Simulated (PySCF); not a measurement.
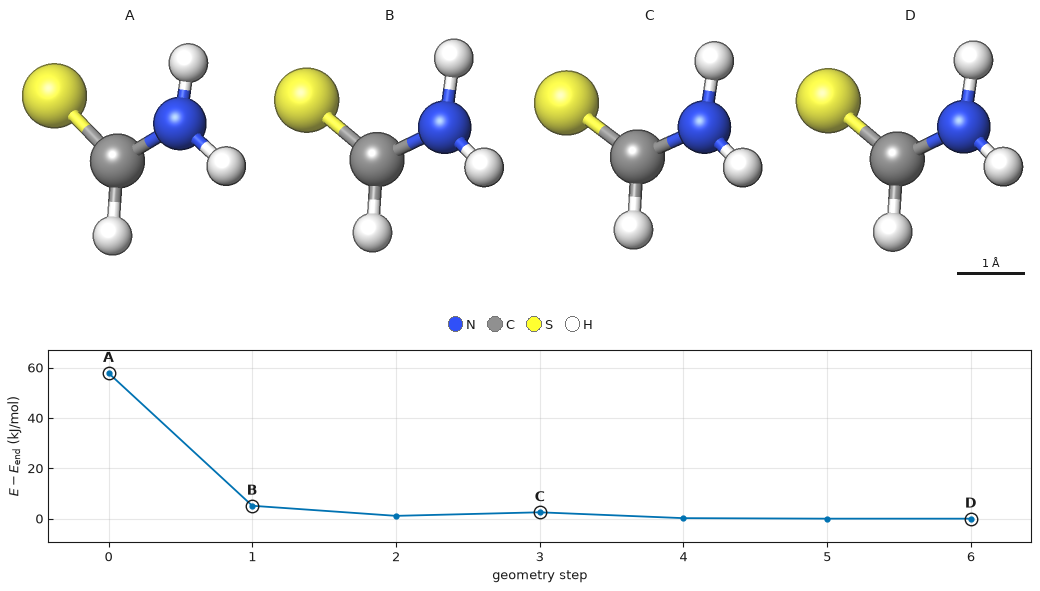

Frames of a relaxation of CH₃NS, marked on the history of the run. A ball-and-stick model, seen from a free direction.

The start comes from MMFF94s. Its atoms were then displaced at random by about 0.03 Å.

Computed with PySCF, PBE0-D3(BJ)/def2-SVP geometry optimisation, gas phase. 

### Describe the path.

The S atom moves most after the best rigid fit: 0.13 Å. Largest moves by element: S 0.13 Å, H 0.10 Å, N 0.08 Å, C 0.03 Å. Near-neighbour distances that change, for instance: H–N 1.106 → 1.012 Å, H–N 0.921 → 1.014 Å, C–N 1.306 → 1.339 Å, C–H 1.130 → 1.103 Å. Among the angles between lasting bonds that change: N–C–S 116.7° → 126.0°, S–C–H 126.2° → 121.5°, N–C–H 117.0° → 112.5°. The energy falls by 57.9 kJ/mol in 6 geometry steps. From step 0 to 1: the S atom moves most (0.14 Å), energy −52.7 kJ/mol. From step 1 to 3: an H atom moves most (0.05 Å), energy −2.60 kJ/mol. From step 3 to 6: the S atom moves most (0.05 Å), energy −2.53 kJ/mol.
